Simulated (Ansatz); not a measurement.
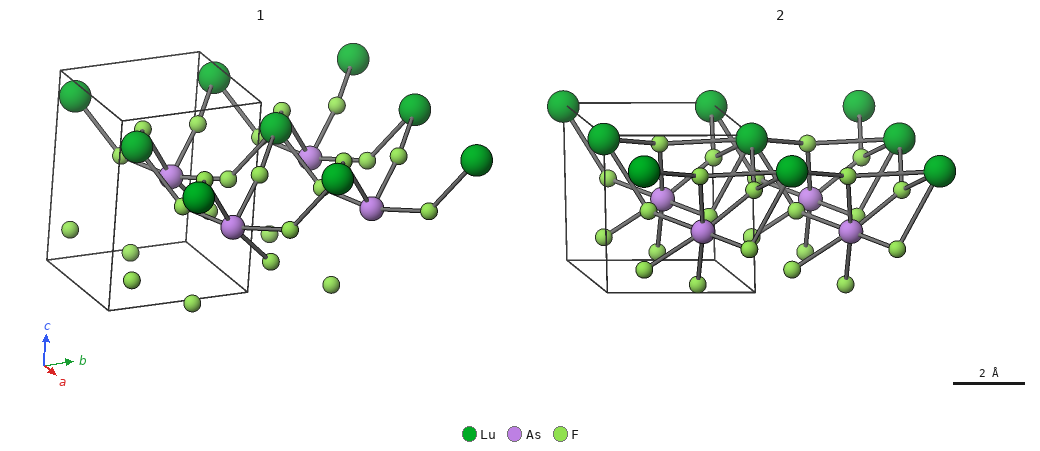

Two geometries of solid LuAsF6 (built on the KCrF6-148 type type), drawn at one scale. One is the start of a relaxation, the other its converged end. A ball-and-stick model of the cell of the calculation, reduced to other axes, repeated 2 × 2 × 1 with one cell outlined, seen slightly off an axis. Lengths and directions refer to the drawn axes.

The calculation used Ansatz 0.2.0, DFT, PBEsol, plane waves, PAW. (plane-wave cutoff 420 eV; k-point mesh 4 × 4 × 4; occupations fermi dirac; smearing width 0.05 eV; no spin polarisation; cell and atoms relaxed; force threshold 0.01 eV/Å; at most 120 steps)

Which geometry has the lower energy?

Answer. Structure 1 is the relaxed one. Case: shaken. The largest move relative to the cell is that of an F atom, 1.01 Å along [−1 −1 0]. Largest moves by element: F 1.01 Å, Lu 0.90 Å, As 0.43 Å. Cell: a 4.422 → 5.406 Å (+22.3 %), b 4.466 → 4.105 Å (−8.1 %), c 4.470 → 5.368 Å (+20.1 %), α 93.9° → 79.4°, β 94.9° → 101.7°, γ 95.7° → 88.4°. Volume +31.1 %. Some distances before and after: F–Lu 2.559 → 4.804 Å, F–Lu 2.598 → 4.141 Å, F–Lu 2.706 → 4.050 Å, F–Lu 2.608 → 3.876 Å. New bonds form, among them: As–F (2.93 → 1.97 Å). Bonds break, among them: As–F (2.05 → 3.22 Å), As–F (2.09 → 3.21 Å), F–Lu (2.56 → 4.80 Å), F–Lu (2.60 → 3.69 Å). Among the angles between lasting bonds that change: Lu–F–As 100.7° → 138.7°, F–As–F 97.2° → 79.0°, Lu–F–Lu 124.9° → 142.5°. The space group stays P1 (No. 1). After 42 accepted moves (49 points after the start) the energy has fallen by 287 meV per atom. Largest force component: 1.9 eV/Å at the start, 0.0028 eV/Å at the end. The pressure goes from 4.29 to 0.00 GPa. The SCF was repeated 7 times at an unchanged geometry on a basis and grid sized afresh for the cell, which shifted the energy by 25.5 meV per atom at most. Cost: 6.3 min on 4 threads of Arm Neoverse V2 (shared host), peak memory 0.53 GiB.
